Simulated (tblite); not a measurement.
Geometry relaxation, with input and output: C$_{3}$H$_{10}$NOSi

C$_{3}$H$_{10}$NOSi, multiplicity 2, computed with GFN2-xTB geometry optimisation, gas phase (tblite 0.8.0).

It belongs to a series of runs on one base structure; here: H removed from sp3 C.

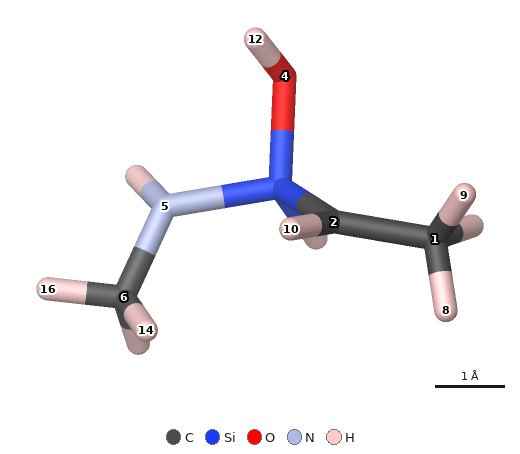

**Figure 1.** The structure as given in the input (stick view, seen at a tilt; atoms are numbered from 1 in the order of the input).

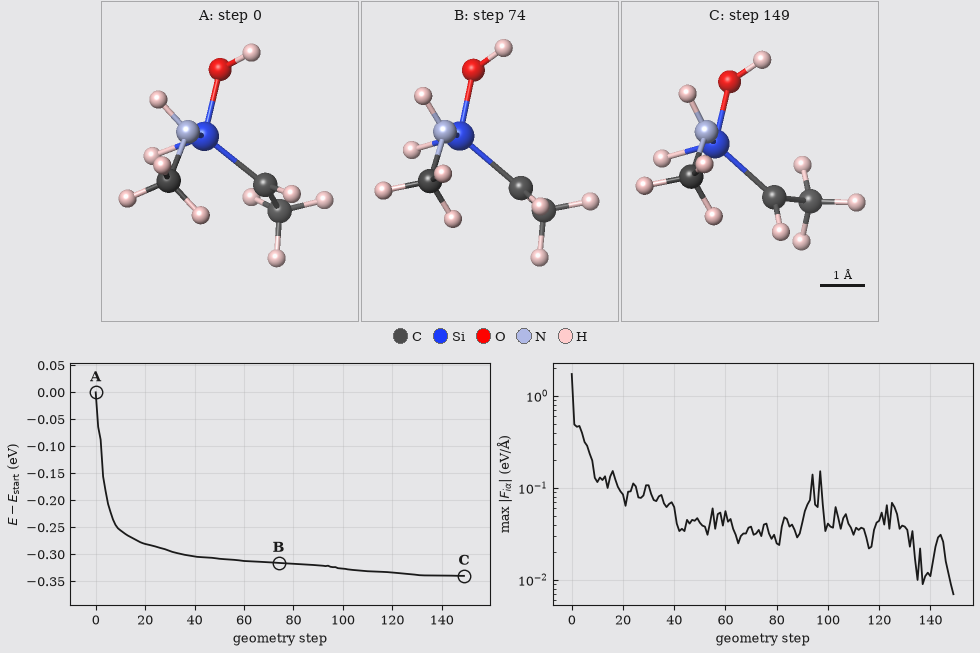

**Figure 2.** Frames of the relaxation (ball-and-stick view, seen at a tilt) above the curves, on which the letters mark them (steps are counted from 0).

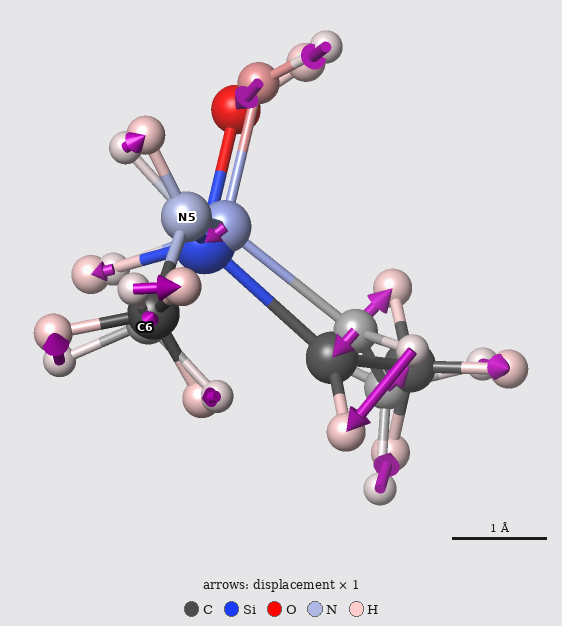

**Figure 3.** Start (faint) and end (solid) with the displacements as pink arrows, at true length (ball-and-stick view, seen at a tilt). The two geometries are laid on each other by the best rigid fit. The largest move after the best rigid fit is that of H10, 1.14 Å. Largest moves by element: H 1.14 Å, O 0.52 Å, C 0.38 Å, Si 0.28 Å, N 0.04 Å. Distances before and after: C2–Si3 1.810 → 1.854 Å, Si3–N5 1.692 → 1.727 Å, O4–H12 0.975 → 0.953 Å, N5–C6 1.462 → 1.442 Å. Among the angles that change: O4–Si3–H11 111.2° → 98.8°, Si3–N5–H13 106.2° → 115.4°, N5–Si3–H11 108.5° → 116.3°. Over 149 geometry steps the energy falls by 0.340 eV. Largest force component: 1.7 eV/Å at the start, 0.007 eV/Å at the end. (Atoms are counted from 1 in the order of the input.)

The input that produced these results follows, with the program's output.

**Input**
```
{"job": {"kind": "relax", "xc": "GFN2-xTB", "basis": "xTB"}, "charge": 0, "multiplicity": 2}
C     -1.599900    -1.821900    -0.891400
C     -1.098800    -0.653300    -0.131700
Si     0.643800    -0.477200     0.323300
O      1.013900    -1.258900     1.703500
N      0.951800     1.137000     0.725900
C      0.815700     2.260500    -0.200300
H     -0.838400    -2.564000    -1.109500
H     -2.020700    -1.474300    -1.838900
H     -2.403300    -2.314400    -0.326800
H     -1.780800     0.124700     0.182900
H      1.548900    -0.866500    -0.765300
H      0.511000    -0.967600     2.486600
H      1.888700     1.157600     1.116000
H     -0.198800     2.354900    -0.578700
H      1.501800     2.179300    -1.046400
H      1.057400     3.193100     0.339400
```

The first line tells a small driver script what to run in tblite; the rest is the geometry in Å.

Launched with:
```bash
OMP_NUM_THREADS=1 python <driver script> task.json out
```

**What the program printed**
```
step      E/eV     max force
  0    -549.93065    1.782
  1    -549.99454    0.516
  2    -550.01825    0.489
  3    -550.08652    0.487
  4    -550.11333    0.467
  5    -550.13723    0.352
  6    -550.15233    0.331
  7    -550.16607    0.296
  8    -550.17597    0.230
  9    -550.18233    0.156
 10    -550.18607    0.127
 11    -550.18945    0.163
 12    -550.19281    0.139
 13    -550.19576    0.141
 14    -550.19822    0.112
 15    -550.20056    0.143
 16    -550.20308    0.156
 17    -550.20569    0.129
 18    -550.20801    0.104
 19    -550.20983    0.112
 20    -550.21128    0.111
 21    -550.21244    0.082
 22    -550.21344    0.094
 23    -550.21451    0.104
 24    -550.21578    0.133
 25    -550.21718    0.129
 26    -550.21853    0.098
 27    -550.21972    0.084
 28    -550.22098    0.105
 29    -550.22260    0.125
 30    -550.22443    0.117
 31    -550.22598    0.087
 32    -550.22721    0.080
 33    -550.22831    0.095
 34    -550.22937    0.091
 35    -550.23046    0.085
 36    -550.23140    0.069
 37    -550.23215    0.065
 38    -550.23284    0.070
 39    -550.23366    0.082
 40    -550.23451    0.081
 41    -550.23516    0.053
 42    -550.23556    0.041
 43    -550.23582    0.043
 44    -550.23608    0.037
 45    -550.23637    0.053
 46    -550.23665    0.045
 47    -550.23695    0.049
 48    -550.23741    0.057
 49    -550.23806    0.061
 50    -550.23872    0.060
 51    -550.23917    0.047
 52    -550.23948    0.043
 53    -550.23976    0.038
 54    -550.24009    0.044
 55    -550.24042    0.064
 56    -550.24073    0.045
 57    -550.24109    0.055
 58    -550.24165    0.060
 59    -550.24232    0.050
 60    -550.24286    0.060
 61    -550.24312    0.047
 62    -550.24341    0.051
 63    -550.24367    0.042
 64    -550.24389    0.031
 65    -550.24404    0.036
 66    -550.24422    0.041
 67    -550.24446    0.040
 68    -550.24477    0.039
 69    -550.24506    0.039
 70    -550.24527    0.042
 71    -550.24548    0.039
 72    -550.24578    0.039
 73    -550.24614    0.045
 74    -550.24644    0.039
 75    -550.24668    0.044
 76    -550.24694    0.049
 77    -550.24725    0.042
 78    -550.24765    0.036
 79    -550.24788    0.032
 80    -550.24802    0.029
 81    -550.24820    0.037
 82    -550.24848    0.042
 83    -550.24882    0.050
 84    -550.24911    0.051
 85    -550.24931    0.044
 86    -550.24952    0.053
 87    -550.24978    0.047
 88    -550.25022    0.039
 89    -550.25055    0.035
 90    -550.25087    0.043
 91    -550.25121    0.057
 92    -550.25166    0.067
 93    -550.25233    0.075
 94    -550.25158    0.183
 95    -550.25361    0.068
 96    -550.25429    0.065
 97    -550.25418    0.183
 98    -550.25616    0.075
 99    -550.25657    0.051
100    -550.25708    0.060
101    -550.25746    0.056
102    -550.25836    0.043
103    -550.25895    0.065
104    -550.25940    0.049
105    -550.25983    0.039
106    -550.26021    0.049
107    -550.26060    0.056
108    -550.26108    0.049
109    -550.26150    0.039
110    -550.26182    0.040
111    -550.26204    0.039
112    -550.26224    0.035
113    -550.26246    0.040
114    -550.26267    0.037
115    -550.26284    0.033
116    -550.26296    0.025
117    -550.26313    0.027
118    -550.26343    0.041
119    -550.26377    0.056
120    -550.26418    0.057
121    -550.26461    0.066
122    -550.26502    0.045
123    -550.26538    0.077
124    -550.26575    0.044
125    -550.26619    0.077
126    -550.26677    0.075
127    -550.26707    0.071
128    -550.26757    0.041
129    -550.26805    0.047
130    -550.26866    0.044
131    -550.26915    0.042
132    -550.26944    0.026
133    -550.26955    0.037
134    -550.26958    0.018
135    -550.26963    0.015
136    -550.26965    0.024
137    -550.26966    0.012
138    -550.26967    0.014
139    -550.26970    0.016
140    -550.26972    0.016
141    -550.26976    0.017
142    -550.26980    0.024
143    -550.26988    0.029
144    -550.27001    0.031
145    -550.27018    0.029
146    -550.27030    0.017
147    -550.27036    0.014
148    -550.27038    0.010
149    -550.27039    0.007
```

**Trajectory as extended XYZ (Å, eV, eV/Å), 7 of the 150 frames kept, from step=0 to step=149**
```
16
Properties=species:S:1:pos:R:3:forces:R:3 step=0 energy=-549.93065
C    -1.5999   -1.8219   -0.8914   -0.4720   0.2720   0.1720
C    -1.0988   -0.6533   -0.1317   -0.6320  -0.2480  -0.2180
Si    0.6438   -0.4772    0.3233    0.6580  -0.6140  -0.4790
O     1.0139   -1.2589    1.7035   -0.2300  -0.1670   0.8770
N     0.9518    1.1370    0.7259    0.4000   1.7340  -0.0960
C     0.8157    2.2605   -0.2003    0.2890   0.2010   0.6050
H    -0.8384   -2.5640   -1.1095    0.1500   0.1550   0.1120
H    -2.0207   -1.4743   -1.8389   -0.1540  -0.1290  -0.0260
H    -2.4033   -2.3144   -0.3268    0.0000   0.0600  -0.1980
H    -1.7808    0.1247    0.1829   -0.2880  -0.2400  -0.2720
H     1.5489   -0.8665   -0.7653    0.0220  -0.4580   0.1540
H     0.5110   -0.9676    2.4866    0.5380  -0.3400  -0.6410
H     1.8887    1.1576    1.1160   -0.1290   0.3630   0.2020
H    -0.1988    2.3549   -0.5787   -0.0160  -0.2910   0.0830
H     1.5018    2.1793   -1.0464   -0.0340  -0.0180  -0.0980
H     1.0574    3.1931    0.3394   -0.1010  -0.2800  -0.1770
16
Properties=species:S:1:pos:R:3:forces:R:3 step=25 energy=-550.21718
C    -1.6326   -1.7727   -0.8908   -0.0260  -0.0230  -0.0140
C    -1.1022   -0.5975   -0.1686   -0.0180  -0.0220  -0.0030
Si    0.6773   -0.4728    0.3414    0.0330   0.0640   0.0040
O     1.0977   -1.3374    1.6660    0.0060  -0.0180  -0.0210
N     0.9983    1.1864    0.7075   -0.0050   0.0310   0.0000
C     0.8073    2.2817   -0.2166    0.0090  -0.0110   0.0440
H    -0.8515   -2.5051   -1.0766   -0.0180  -0.0080   0.0110
H    -2.0774   -1.4850   -1.8487    0.0060   0.0330   0.0030
H    -2.4345   -2.2552   -0.3226    0.0030   0.0170   0.0230
H    -1.8175    0.1908    0.0183    0.0190   0.0140  -0.0220
H     1.5450   -1.1365   -0.6348    0.0300   0.0120  -0.0160
H     0.7063   -1.1515    2.5148   -0.0110   0.0210   0.0020
H     1.8318    1.3370    1.2588   -0.0130  -0.0360   0.0020
H    -0.2098    2.2508   -0.6097    0.1040  -0.0770  -0.0010
H     1.5098    2.2471   -1.0619   -0.0930   0.0400   0.0660
H     0.9444    3.2289    0.3121   -0.0250  -0.0350  -0.0780
16
Properties=species:S:1:pos:R:3:forces:R:3 step=50 energy=-550.23872
C    -1.6625   -1.7352   -0.8615   -0.0230  -0.0090  -0.0010
C    -1.0371   -0.5621   -0.2162   -0.0180  -0.0340  -0.0060
Si    0.7372   -0.4910    0.3232   -0.0040   0.0120  -0.0040
O     1.1268   -1.3935    1.6296    0.0160   0.0000   0.0080
N     0.9949    1.1673    0.7344    0.0290   0.0040  -0.0210
C     0.7648    2.2356   -0.2067    0.0140   0.0010  -0.0040
H    -0.9431   -2.5368   -1.0132   -0.0380   0.0240   0.0220
H    -2.1066   -1.4685   -1.8268    0.0370   0.0070   0.0210
H    -2.4886   -2.1143   -0.2494    0.0270  -0.0120  -0.0040
H    -1.6870    0.2933   -0.0947   -0.0130  -0.0110  -0.0190
H     1.6506   -1.1088   -0.6410   -0.0010  -0.0010  -0.0320
H     0.7584   -1.1833    2.4830   -0.0170  -0.0060   0.0190
H     1.8096    1.3596    1.2987    0.0210  -0.0180   0.0350
H    -0.1649    2.0351   -0.7308   -0.0420   0.0280  -0.0330
H     1.5595    2.3218   -0.9565    0.0290   0.0100   0.0060
H     0.6805    3.1898    0.3164   -0.0170   0.0060   0.0120
16
Properties=species:S:1:pos:R:3:forces:R:3 step=74 energy=-550.24644
C    -1.6854   -1.7631   -0.8110   -0.0020  -0.0040   0.0020
C    -1.0427   -0.5691   -0.2223   -0.0090  -0.0010   0.0020
Si    0.7426   -0.4835    0.2834   -0.0120  -0.0160  -0.0060
O     1.1489   -1.3896    1.5834    0.0010  -0.0230  -0.0140
N     1.0150    1.1684    0.7053    0.0070  -0.0150  -0.0260
C     0.7879    2.2705   -0.1963   -0.0130   0.0110   0.0010
H    -0.9961   -2.6003   -0.8757    0.0290   0.0090   0.0180
H    -2.0689   -1.5478   -1.8134    0.0080   0.0130  -0.0070
H    -2.5526   -2.0719   -0.2193   -0.0090   0.0170   0.0220
H    -1.6781    0.3038   -0.1573    0.0010  -0.0180  -0.0180
H     1.6346   -1.1017   -0.7054   -0.0080   0.0300   0.0240
H     0.7271   -1.2418    2.4257    0.0040   0.0110  -0.0170
H     1.8119    1.3460    1.3003   -0.0240   0.0020   0.0070
H    -0.0519    2.0291   -0.8436    0.0180  -0.0120  -0.0010
H     1.6565    2.4842   -0.8297   -0.0060  -0.0120  -0.0130
H     0.5435    3.1759    0.3646    0.0150   0.0090   0.0250
16
Properties=species:S:1:pos:R:3:forces:R:3 step=99 energy=-550.25657
C    -1.7114   -1.8246   -0.6769   -0.0080  -0.0080  -0.0050
C    -1.0654   -0.5500   -0.3043    0.0040  -0.0170   0.0120
Si    0.7241   -0.4424    0.1689    0.0020   0.0040   0.0060
O     1.1436   -1.4573    1.3806   -0.0050   0.0340   0.0000
N     0.9638    1.1761    0.7166    0.0220   0.0030  -0.0040
C     0.8393    2.3259   -0.1438    0.0100   0.0010   0.0060
H    -1.0676   -2.6699   -0.4528    0.0110  -0.0290   0.0090
H    -1.9396   -1.8389   -1.7469   -0.0270  -0.0200  -0.0330
H    -2.6646   -1.9535   -0.1584   -0.0230   0.0140   0.0060
H    -1.6755    0.3301   -0.4396   -0.0120   0.0330  -0.0170
H     1.6163   -0.9568   -0.8781    0.0340   0.0270   0.0270
H     0.7495   -1.3366    2.2402    0.0040  -0.0340   0.0120
H     1.6866    1.3188    1.4072    0.0030  -0.0160  -0.0120
H     0.0951    2.1154   -0.9070   -0.0160   0.0020   0.0040
H     1.7807    2.5735   -0.6468   -0.0020   0.0090  -0.0240
H     0.5176    3.1991    0.4296    0.0020  -0.0020   0.0120
16
Properties=species:S:1:pos:R:3:forces:R:3 step=124 energy=-550.26575
C    -1.7310   -1.8405   -0.6097   -0.0040   0.0150  -0.0120
C    -1.0126   -0.5641   -0.4141   -0.0030   0.0200   0.0000
Si    0.7542   -0.4260    0.1322    0.0040   0.0030   0.0000
O     1.1495   -1.4863    1.3105    0.0010   0.0310  -0.0110
N     0.9427    1.1841    0.7347    0.0340  -0.0130  -0.0050
C     0.8195    2.3529   -0.1027    0.0100  -0.0220   0.0260
H    -1.1668   -2.6869   -0.2262    0.0220   0.0360  -0.0060
H    -1.9318   -2.0064   -1.6734    0.0100  -0.0320   0.0010
H    -2.7083   -1.8100   -0.1208   -0.0220  -0.0160   0.0170
H    -1.5568    0.3087   -0.7454   -0.0030   0.0080  -0.0050
H     1.7316   -0.8554   -0.8767    0.0030  -0.0090  -0.0140
H     0.6915   -1.4642    2.1456   -0.0180   0.0070   0.0150
H     1.6780    1.3128    1.4163   -0.0250  -0.0140  -0.0110
H     0.0149    2.1982   -0.8156   -0.0290  -0.0330  -0.0020
H     1.7340    2.5616   -0.6687    0.0230   0.0110  -0.0190
H     0.5837    3.2304    0.5027   -0.0040   0.0070   0.0270
16
Properties=species:S:1:pos:R:3:forces:R:3 step=149 energy=-550.27039
C    -1.7255   -1.8348   -0.5740    0.0000  -0.0020  -0.0050
C    -0.9925   -0.5539   -0.4932   -0.0020   0.0000   0.0040
Si    0.7625   -0.4260    0.0922    0.0010  -0.0030  -0.0020
O     1.1045   -1.4921    1.2813   -0.0010   0.0010   0.0060
N     0.9752    1.1674    0.7241    0.0020  -0.0020  -0.0020
C     0.8048    2.3632   -0.0630    0.0000  -0.0060   0.0020
H    -1.1692   -2.6382   -0.0983    0.0000   0.0020   0.0040
H    -1.9102   -2.1121   -1.6171   -0.0030   0.0000   0.0000
H    -2.7094   -1.7517   -0.1031    0.0010   0.0010  -0.0030
H    -1.5057    0.2890   -0.9329   -0.0010  -0.0010   0.0000
H     1.7516   -0.8717   -0.8996    0.0000   0.0000   0.0000
H     0.6292   -1.4451    2.1064    0.0030   0.0000  -0.0040
H     1.7324    1.2749    1.3841    0.0000   0.0070  -0.0010
H    -0.0423    2.2264   -0.7300   -0.0020   0.0010   0.0020
H     1.6838    2.5961   -0.6758    0.0030   0.0000   0.0010
H     0.6032    3.2174    0.5874   -0.0010   0.0010   0.0000
```

**Results in brief**

| quantity | value |
| --- | --- |
| outcome | converged |
| total energy | −550.2704 eV |
| hardware | 1 CPU thread, shared host |
| wall time | 0.73 s |
| peak memory | 0.18 GiB |
